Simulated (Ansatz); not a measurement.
## Nudged elastic band, with input and output: GeH₃ClF₂

System: GeH₃ClF₂.
Method: RKS PBE/def2-SVP (Ansatz 0.2.0).

It belongs to a series of runs on one base structure; here: band between the two ends. Figures and captions count atoms from 1; the log counts them from 0 in places.

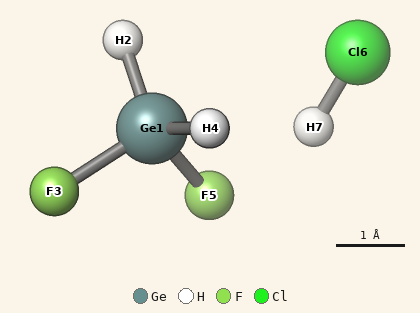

The starting structure (ball-and-stick view, seen at a tilt; atoms are numbered from 1 in the order of the input). Sticks mark near contacts. Bond lengths as drawn: Cl–H 1.31 Å, F–Ge 1.75 to 1.78 Å and Ge–H 1.54 Å.

The input:
```yaml
crystal:
  periodic: [false, false, false]
  atoms:
    - { symbol: Ge, position_ang: [0.278872, 0.159899, 0.031668] }
    - { symbol: H, position_ang: [0.843479, 0.485445, 1.426024] }
    - { symbol: F, position_ang: [1.604997, -0.400668, -0.958455] }
    - { symbol: H, position_ang: [-0.511547, 1.196338, -0.786758] }
    - { symbol: F, position_ang: [-0.735675, -1.288621, 0.188771] }
    - { symbol: Cl, position_ang: [-2.642741, 0.387745, 1.868273] }
    - { symbol: H, position_ang: [-2.146186, -0.646238, 1.232477] }
basis:
  gaussian: { orbitals: def2-SVP }
hamiltonian:
  xc: pbe
neb:
  order_check: false
  images: 7
  f_tol: 0.05
  max_iterations: 60
  final_atoms:
    - { symbol: Ge, position_ang: [-0.67500887, -0.41242993, -0.40658005] }
    - { symbol: H, position_ang: [0.51118843, 1.30488807, 2.31762595] }
    - { symbol: F, position_ang: [0.84932248, -1.03857287, 0.14942745] }
    - { symbol: H, position_ang: [-0.57619129, 1.09657991, -0.67762798] }
    - { symbol: F, position_ang: [-1.0051264, -1.27032467, -1.8833991] }
    - { symbol: Cl, position_ang: [-2.18884545, -0.9433297, 1.01673004] }
    - { symbol: H, position_ang: [-0.22413989, 1.15708919, 2.48582369] }
  initial_path:
    images:
      - { positions_ang: [[0.278872, 0.159899, 0.031668], [0.843479, 0.485445, 1.426024], [1.604997, -0.400668, -0.958455], [-0.511547, 1.196338, -0.786758], [-0.735675, -1.288621, 0.188771], [-2.642741, 0.387745, 1.868273], [-2.146186, -0.646238, 1.232477]] }
      - { positions_ang: [[0.19569575, 0.09877144, 0.01177049], [0.67536361, 0.41160516, 1.52417331], [1.56682255, -0.36066785, -0.91279536], [-0.58392868, 1.1786215, -0.75542995], [-0.78850749, -1.33718366, 0.06558474], [-2.56537686, 0.32674773, 1.65168051], [-1.80886988, -0.42399432, 1.41701626]] }
      - { positions_ang: [[0.11251949, 0.03764388, -0.00812702], [0.50724822, 0.33776532, 1.62232263], [1.5286481, -0.3206677, -0.86713571], [-0.65631035, 1.16090499, -0.72410191], [-0.84133998, -1.38574631, -0.05760151], [-2.48801273, 0.26575045, 1.43508801], [-1.47155376, -0.20175063, 1.60155551]] }
      - { positions_ang: [[0.02934324, -0.02348368, -0.02802453], [0.33913283, 0.26392549, 1.72047194], [1.49047365, -0.28066755, -0.82147607], [-0.72869203, 1.14318849, -0.69277386], [-0.89417247, -1.43430897, -0.18078777], [-2.41064859, 0.20475318, 1.21849552], [-1.13423764, 0.02049305, 1.78609477]] }
      - { positions_ang: [[-0.05383301, -0.08461124, -0.04792205], [0.17101744, 0.19008565, 1.81862126], [1.4522992, -0.2406674, -0.77581642], [-0.8010737, 1.12547199, -0.66144582], [-0.94700496, -1.48287163, -0.30397403], [-2.33328446, 0.1437559, 1.00190302], [-0.79692152, 0.24273673, 1.97063403]] }
      - { positions_ang: [[-0.20912698, -0.16656591, -0.13758655], [0.25606019, 0.46878625, 1.94337243], [1.30155502, -0.44014377, -0.54450545], [-0.7448531, 1.11824897, -0.66549136], [-0.96153532, -1.42973489, -0.69883029], [-2.29717471, -0.1280155, 1.00560978], [-0.65372611, 0.47132485, 2.09943144]] }
      - { positions_ang: [[-0.36442094, -0.24852059, -0.22725105], [0.34110294, 0.74748686, 2.0681236], [1.15081084, -0.63962014, -0.31319448], [-0.6886325, 1.11102595, -0.6695369], [-0.97606568, -1.37659815, -1.09368656], [-2.26106495, -0.3997869, 1.00931653], [-0.5105307, 0.69991296, 2.22822886]] }
      - { positions_ang: [[-0.51971491, -0.33047526, -0.31691555], [0.42614568, 1.02618747, 2.19287478], [1.00006666, -0.8390965, -0.08188351], [-0.63241189, 1.10380293, -0.67358244], [-0.99059604, -1.32346141, -1.48854283], [-2.2249552, -0.6715583, 1.01302328], [-0.3673353, 0.92850107, 2.35702627]] }
      - { positions_ang: [[-0.67500887, -0.41242993, -0.40658005], [0.51118843, 1.30488807, 2.31762595], [0.84932248, -1.03857287, 0.14942745], [-0.57619129, 1.09657991, -0.67762798], [-1.0051264, -1.27032467, -1.8833991], [-2.18884545, -0.9433297, 1.01673004], [-0.22413989, 1.15708919, 2.48582369]] }
```

Machine: 2 threads of Intel Xeon (Sapphire Rapids), 192 GiB of memory available, shared host.

Launched with:
```bash
ansatz run input.yaml --threads 2 --pin off --max-ram 3072MiB --backend cpu --events-out ev --progress --plain --runs-dir out
```

Log:
```
Engine: ansatz 0.2.0, x86_64-unknown-linux-gnu
Functional definition: PBE
  parameter kappa = 0.804
  parameter beta = 0.06672455060314922
  exchange = pbe_x(kappa = kappa, mu = beta*pi^2/3)
  correlation = pbe_c(beta = beta)
1016 factors; their error is unknown
mean field evaluation 1: about -74487.6279 eV, gradient 4.9e1 eV
mean field evaluation 2: about -74471.4965 eV, gradient 1.1e2 eV
mean field evaluation 4: about -74491.0673 eV, gradient 4.3e0 eV
mean field evaluation 8: about -74491.0247 eV, gradient 9.6e-2 eV
mean field -74491.02468434 eV, -2737.4946653196 hartree, gradient 6.4e-5 eV, S^2 0.000000; 0 other end points of the search recorded, 0 dependent functions left out
the calculation of the forces begins
reference -74491.02471521 eV, -2737.4946664540 hartree; 35, 35 occupied and 58, 58 virtual orbitals, 1016 factors
1016 factors; their error is unknown
mean field evaluation 16: about -74468.0515 eV, gradient 1.2e2 eV
mean field -74491.34624512 eV, -2737.5064824603 hartree, gradient 1.0e-5 eV, S^2 0.000000; 0 other end points of the search recorded, 0 dependent functions left out
[... from here on the field's lines of each further geometry are left out, up to the last ...]
NEB iter   1: max|band force component| = 9.121e0 eV/Å  barrier→ = 3.2986 eV  barrier← = 3.6202 eV  Δτ_max = 0.2000 Å  (230 SCF iters)
NEB iter   2: max|band force component| = 3.457e0 eV/Å  barrier→ = 1.9147 eV  barrier← = 2.2363 eV  Δτ_max = 0.2000 Å  (227 SCF iters)
NEB iter   3: max|band force component| = 1.662e0 eV/Å  barrier→ = 1.5720 eV  barrier← = 1.8936 eV  Δτ_max = 0.2000 Å  (214 SCF iters)
NEB iter   4: max|band force component| = 9.638e-1 eV/Å  barrier→ = 1.5358 eV  barrier← = 1.8574 eV  Δτ_max = 0.1878 Å  (207 SCF iters)
NEB iter   5: max|band force component| = 5.951e-1 eV/Å  barrier→ = 1.4845 eV  barrier← = 1.8061 eV  Δτ_max = 0.1928 Å  (192 SCF iters)
NEB iter   6: max|band force component| = 5.150e-1 eV/Å  barrier→ = 1.4720 eV  barrier← = 1.7935 eV  CI = image 4  Δτ_max = 0.0926 Å  (191 SCF iters)
NEB iter   7: max|band force component| = 4.598e-1 eV/Å  barrier→ = 1.5067 eV  barrier← = 1.8283 eV  CI = image 4  Δτ_max = 0.0965 Å  (188 SCF iters)
NEB iter   8: max|band force component| = 1.912e-1 eV/Å  barrier→ = 1.5047 eV  barrier← = 1.8263 eV  CI = image 4  Δτ_max = 0.0600 Å  (187 SCF iters)
NEB iter   9: max|band force component| = 1.085e-1 eV/Å  barrier→ = 1.5038 eV  barrier← = 1.8253 eV  CI = image 4  Δτ_max = 0.1161 Å  (191 SCF iters)
NEB iter  10: max|band force component| = 1.245e-1 eV/Å  barrier→ = 1.5036 eV  barrier← = 1.8252 eV  CI = image 4  Δτ_max = 0.0587 Å  (183 SCF iters)
NEB iter  11: max|band force component| = 8.982e-2 eV/Å  barrier→ = 1.5034 eV  barrier← = 1.8250 eV  CI = image 4  Δτ_max = 0.0593 Å  (189 SCF iters)
the calculation of the forces begins
reference -74491.35105098 eV, -2737.5066590724 hartree; 35, 35 occupied and 58, 58 virtual orbitals, 1016 factors
1016 factors; their error is unknown
mean field -74489.52145521 eV, -2737.4394226680 hartree, gradient 1.3e-5 eV, S^2 0.000000; 1 other end points of the search recorded, 0 dependent functions left out
the calculation of the forces begins
reference -74489.52148362 eV, -2737.4394237120 hartree; 35, 35 occupied and 58, 58 virtual orbitals, 1016 factors
NEB iter  12: max|band force component| = 3.971e-2 eV/Å  barrier→ = 1.5032 eV  barrier← = 1.8248 eV  CI = image 4  Δτ_max = 0.0000 Å  (372 SCF iters)
```

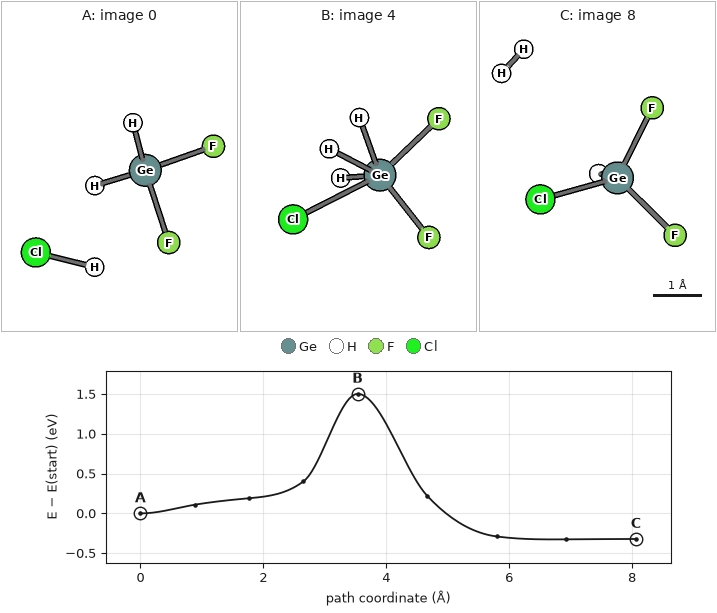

Images of the last band (counted from 0; ball-and-stick, seen at a tilt) above the energy along the path; the line is a cubic interpolation that uses the forces. The highest image is number 4, 1.503 eV above the start and 1.825 eV above the end (the climbing image); the end lies 0.322 eV below the start. The path is 8.06 Å long. The band converged in 12 iterations.

```
Total energy: -74489.52148362 eV, -2737.4394237120 hartree
Atom 0 at    -0.334176    -0.036865    -0.062924 Å, force     0.008265    -0.016627    -0.009507 eV/Å
Atom 1 at     0.227830     0.189979     1.622527 Å, force    -0.003314    -0.005770     0.004400 eV/Å
Atom 2 at     1.398555    -0.239343    -0.321845 Å, force    -0.013842     0.008512     0.004237 eV/Å
Atom 3 at    -0.698928     1.208514    -0.882402 Å, force     0.001521     0.005417    -0.003243 eV/Å
Atom 4 at    -0.848199    -1.617572    -0.571630 Å, force     0.000791     0.007769     0.008928 eV/Å
Atom 5 at    -2.343672     0.169741     1.402155 Å, force    -0.006421     0.000350    -0.001930 eV/Å
Atom 6 at    -0.710211     0.219446     1.816119 Å, force     0.013001     0.000349    -0.002885 eV/Å
Dipole moment:     0.073537     0.394594     0.065813 e Å
this run last wrote the band of iteration 12 to [file]
```

The last band as extended XYZ (Å, eV, eV/Å):
```
7
Properties=species:S:1:pos:R:3:forces:R:3 image=0 energy=-74491.02468
Ge    0.2789    0.1599    0.0317    0.0050   0.0075   0.0095
H     0.8435    0.4854    1.4260   -0.0030   0.0013  -0.0040
F     1.6050   -0.4007   -0.9585    0.0015   0.0014  -0.0042
H    -0.5115    1.1963   -0.7868    0.0030  -0.0036   0.0005
F    -0.7357   -1.2886    0.1888   -0.0078  -0.0079  -0.0041
Cl   -2.6427    0.3877    1.8683   -0.0019   0.0016  -0.0009
H    -2.1462   -0.6462    1.2325    0.0031  -0.0004   0.0032
7
Properties=species:S:1:pos:R:3:forces:R:3 image=1 energy=-74490.91574
Ge    0.2428    0.1038   -0.0851    0.0079   0.0137   0.0085
H     0.5654    0.3386    1.4031    0.0328   0.0408  -0.0018
F     1.7560   -0.2409   -0.8947   -0.0096  -0.0208  -0.0167
H    -0.4951    1.1676   -0.9186    0.0034  -0.0011  -0.0068
F    -0.6590   -1.4019   -0.1684   -0.0125   0.0164   0.0593
Cl   -2.6067    0.5618    1.7875    0.0205   0.0183   0.0325
H    -2.1121   -0.6352    1.8781   -0.0424  -0.0673  -0.0751
7
Properties=species:S:1:pos:R:3:forces:R:3 image=2 energy=-74490.83426
Ge    0.1753    0.0013   -0.1536    0.0235  -0.0156  -0.0112
H     0.4014    0.1464    1.3675    0.0202   0.0087  -0.0089
F     1.7650   -0.1747   -0.8656    0.0043   0.0056  -0.0308
H    -0.5730    1.0993   -0.9310    0.0084  -0.0026  -0.0135
F    -0.6024   -1.5387   -0.4390    0.0161   0.0100   0.0098
Cl   -2.6823    0.4815    1.6486   -0.0085   0.0302   0.0057
H    -1.7928   -0.1212    2.3750   -0.0641  -0.0364   0.0489
7
Properties=species:S:1:pos:R:3:forces:R:3 image=3 energy=-74490.62320
Ge    0.0045   -0.0349   -0.0903    0.2330   0.0153  -0.0171
H     0.2549    0.1057    1.4459    0.0182  -0.0672  -0.1254
F     1.6426   -0.2339   -0.6501    0.2083  -0.0094  -0.2635
H    -0.6636    1.1213   -0.8600    0.0251  -0.0632   0.0224
F    -0.7622   -1.5535   -0.4773    0.0441   0.0469   0.0558
Cl   -2.5283    0.2636    1.6528   -0.1694   0.0764   0.1812
H    -1.2567    0.2256    1.9810   -0.3593   0.0012   0.1466
7
Properties=species:S:1:pos:R:3:forces:R:3 image=4 energy=-74489.52145
Ge   -0.3342   -0.0369   -0.0629    0.0083  -0.0166  -0.0095
H     0.2278    0.1900    1.6225   -0.0033  -0.0058   0.0044
F     1.3986   -0.2393   -0.3218   -0.0138   0.0085   0.0042
H    -0.6989    1.2085   -0.8824    0.0015   0.0054  -0.0032
F    -0.8482   -1.6176   -0.5716    0.0008   0.0078   0.0089
Cl   -2.3437    0.1697    1.4022   -0.0064   0.0003  -0.0019
H    -0.7102    0.2194    1.8161    0.0130   0.0003  -0.0029
7
Properties=species:S:1:pos:R:3:forces:R:3 image=5 energy=-74490.80402
Ge   -0.6284   -0.0734   -0.2856   -0.2200  -0.0318  -0.1821
H     0.4492    0.2807    2.0390    0.1913   0.0571   0.3112
F     1.0971   -0.1508    0.0279   -0.2319   0.0272   0.2389
H    -0.7691    1.1512   -1.1955   -0.0381  -0.0296  -0.2437
F    -0.8548   -1.6697   -0.9267   -0.0510  -0.0478  -0.2656
Cl   -2.3102    0.0394    1.1067    0.0296  -0.0579  -0.1975
H    -0.2925    0.3165    2.2362    0.3202   0.0828   0.3388
7
Properties=species:S:1:pos:R:3:forces:R:3 image=6 energy=-74491.31487
Ge   -0.7459   -0.1599   -0.5452   -0.0276  -0.0126  -0.0319
H     0.5868    0.4534    2.4305    0.0285   0.0106   0.0402
F     0.8466   -0.1458    0.1640   -0.0260  -0.0121   0.0113
H    -0.8760    1.0248   -1.5137   -0.0074  -0.0132  -0.0408
F    -0.8305   -1.6860   -1.3734   -0.0035   0.0063  -0.0492
Cl   -2.2641   -0.1812    0.9683    0.0058  -0.0111  -0.0251
H    -0.0258    0.5886    2.8715    0.0301   0.0322   0.0956
7
Properties=species:S:1:pos:R:3:forces:R:3 image=7 energy=-74491.35102
Ge   -0.7626   -0.3339   -0.5610    0.0073   0.0191   0.0099
H     0.6101    0.8529    2.5182   -0.0057  -0.0151  -0.0132
F     0.7764   -0.5877    0.2158   -0.0088  -0.0003  -0.0028
H    -0.8127    1.0696   -1.1865   -0.0071  -0.0140   0.0040
F    -0.8615   -1.5508   -1.8001    0.0100   0.0036   0.0100
Cl   -2.3072   -0.7165    0.8724   -0.0066  -0.0031  -0.0111
H     0.0488    1.1604    2.9432    0.0108   0.0098   0.0031
7
Properties=species:S:1:pos:R:3:forces:R:3 image=8 energy=-74491.34624
Ge   -0.6750   -0.4124   -0.4066    0.0052  -0.0021   0.0004
H     0.5112    1.3049    2.3176   -0.0058  -0.0056   0.0040
F     0.8493   -1.0386    0.1494   -0.0065   0.0071   0.0000
H    -0.5762    1.0966   -0.6776    0.0028  -0.0078   0.0003
F    -1.0051   -1.2703   -1.8834   -0.0042   0.0023  -0.0026
Cl   -2.1888   -0.9433    1.0167    0.0023  -0.0026  -0.0013
H    -0.2241    1.1571    2.4858    0.0062   0.0088  -0.0008
```

Key numbers:

| quantity | value |
| --- | --- |
| outcome | converged |
| barrier, forward | 1.503 eV |
| barrier, backward | 1.825 eV |
| wall time | 90 s (CPU time 2.8 min) |
| peak memory | 0.16 GiB |

Remarks:

The order of the saddle point was not checked.
